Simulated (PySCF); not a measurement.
**SiH4S (Si(SH)H3): CCSD(T)/STO-6G**

What is the vertical ionisation energy of SiH4S (Si(SH)H3) at CCSD(T)/STO-6G? Input form: a Python script.

Program for the calculation: PySCF 2.14.0.

6 further runs of the same task are left out: 6 set aside as unsound or not needed.

## 1. The structure to begin with

SiH4S has 6 atoms, charge 0, and is taken as a singlet. SMILES: `[H][Si]([H])([H])S`. The coordinates come from a GFN2-xTB relaxation.

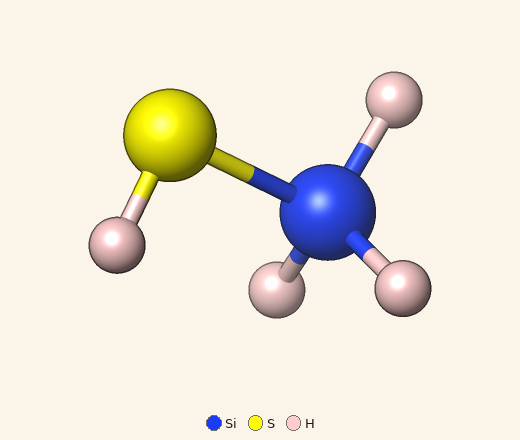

The structure, seen from a chosen angle (silicon blue, sulfur yellow, hydrogen pink).

## 2. A single-point energy at CCSD(T)/STO-6G

File run.py:

```python
from pyscf import gto, cc

system = gto.M(
    atom='''
Si     0.201210    -0.014540    -0.544580
S      0.253720     0.019820     1.601470
H     -1.056810     0.059910     1.795240
H      1.606010    -0.020690    -0.909950
H     -0.503230     1.180600    -0.990160
H     -0.500900    -1.225100    -0.952020
''',
    spin=0,
    verbose=4,
    basis='sto-6g',
    max_memory=1860,
)

mf = system.RHF()
mf.conv_tol = 1e-10
mf.kernel()
if not mf.converged:
    mf = mf.newton().run(mf.mo_coeff, mf.mo_occ)

mycc = cc.CCSD(mf, frozen=10)
mycc.kernel()
e_t = mycc.ccsd_t()
e_tot = mycc.e_tot + e_t
print('E = %.10f Eh' % e_tot)
```

Run with:

```sh
$ OMP_NUM_THREADS=1 python run.py
```

Output:

```text
PySCF version 2.14.0

[... 56 lines left out ...]
converged SCF energy = -686.403033940263
[... 1 line left out ...]
******** <class 'pyscf.cc.ccsd.CCSD'> ********
CC2 = 0
CCSD nocc = 7, nmo = 12
frozen orbitals 10
max_cycle = 50
direct = 0
conv_tol = 1e-07
conv_tol_normt = 1e-05
diis_space = 6
diis_start_cycle = 0
diis_start_energy_diff = 1e+09
Init t2, MP2 energy = -686.465781631258  E_corr(MP2) -0.0627476909950602
Init E_corr(CCSD) = -0.0627476909950667
cycle = 1  E_corr(CCSD) = -0.081020236201916  dE = -0.0182725452  norm(t1,t2) = 0.0465885
cycle = 2  E_corr(CCSD) = -0.0872694003183189  dE = -0.00624916412  norm(t1,t2) = 0.0171633
cycle = 3  E_corr(CCSD) = -0.0908351964815014  dE = -0.00356579616  norm(t1,t2) = 0.00667863
cycle = 4  E_corr(CCSD) = -0.0908827751435736  dE = -4.75786621e-05  norm(t1,t2) = 0.000841111
cycle = 5  E_corr(CCSD) = -0.0908741140168337  dE = 8.66112674e-06  norm(t1,t2) = 0.000306294
cycle = 6  E_corr(CCSD) = -0.0908764337491199  dE = -2.31973229e-06  norm(t1,t2) = 4.73244e-05
cycle = 7  E_corr(CCSD) = -0.0908763577554413  dE = 7.59936785e-08  norm(t1,t2) = 9.51009e-06
CCSD converged
E(CCSD) = -686.493910298018  E_corr = -0.09087635775544134
CCSD(T) correction = -0.000627633031682776
E = -686.4945379310 Eh
```

Run time: 0.99 s. Hardware: 1 thread of Intel Xeon 6975P-C (Granite Rapids), shared host; peak memory 0.12 GiB.

## 3. The doublet cation

File input.py:

```python
from pyscf import gto, scf, cc

mol = gto.M(
    atom='''
Si       0.201210      -0.014540      -0.544580
S        0.253720       0.019820       1.601470
H       -1.056810       0.059910       1.795240
H        1.606010      -0.020690      -0.909950
H       -0.503230       1.180600      -0.990160
H       -0.500900      -1.225100      -0.952020
''',
    max_memory=1860,
    charge=1,
    spin=1,
    verbose=3,
    basis='sto-6g',
)

calc0 = scf.UHF(mol)
calc0.conv_tol = 1e-10
calc0.kernel()
if not calc0.converged:
    calc0 = calc0.newton().run(calc0.mo_coeff, calc0.mo_occ)

mycc = cc.CCSD(calc0, frozen=10)
mycc.kernel()
e_t = mycc.ccsd_t()
energy = mycc.e_tot + e_t
print('E = %.10f Eh' % energy)
```

Run with:

```sh
$ OMP_NUM_THREADS=1 python input.py
```

Output:

```text
converged SCF energy = -686.193174624586  <S^2> = 0.75649993  2S+1 = 2.0064894
E(UCCSD) = -686.2815112484009  E_corr = -0.08833662381513979
UCCSD(T) correction = -0.000625127966233741
E = -686.2821363764 Eh
```

Wall time 1.1 s (1 thread of Intel Xeon 6975P-C (Granite Rapids), shared host); peak memory 0.1 GiB.

## 4. Outcome

At CCSD(T)/STO-6G, 10 core orbitals frozen:

| quantity | value |
| --- | --- |
| singlet SiH4S: total energy | -686.49454 Eh |
| singlet SiH4S: dipole moment (Hartree–Fock density) | 1.52 D |
| singlet SiH4S: HOMO energy (Hartree–Fock orbitals) | -6.97 eV |
| singlet SiH4S: LUMO energy (Hartree–Fock orbitals) | 11.17 eV |
| singlet SiH4S: HOMO–LUMO gap (Hartree–Fock orbitals) | 18.14 eV |
| singlet SiH4S: correlation energy (10 core orbitals frozen) | -91.5 mEh |
| singlet SiH4S: (T) correction | -0.63 mEh |
| singlet SiH4S: T1 diagnostic | 0.005 |
| doublet cation: total energy | -686.28214 Eh |
| doublet cation: HOMO energy (Hartree–Fock orbitals) (highest over α and β) | -17.64 eV |
| doublet cation: LUMO energy (Hartree–Fock orbitals) (lowest over α and β) | -4.47 eV |
| doublet cation: correlation energy (10 core orbitals frozen) | -89.0 mEh |
| doublet cation: (T) correction | -0.63 mEh |
| doublet cation: ⟨S²⟩ of the reference determinant | 0.756 |
| doublet cation: T1 diagnostic | 0.009 |
| vertical ionisation energy (to the doublet cation) | 5.780 eV |

What this shows: The vertical ionisation energy comes to 5.78 eV (558 kJ/mol). In a minimal basis such a difference can be off by several eV, whatever the method. Mulliken charges (singlet SiH4S) of the mean-field density run from -0.16 on H6 to +0.62 on Si1; they depend strongly on the basis. The triples (singlet SiH4S) make up 0.7 % of the correlation energy. Mulliken charges (doublet cation) of the mean-field density run from -0.07 on H4 to +0.68 on Si1; they depend strongly on the basis. The triples (doublet cation) make up 0.7 % of the correlation energy.
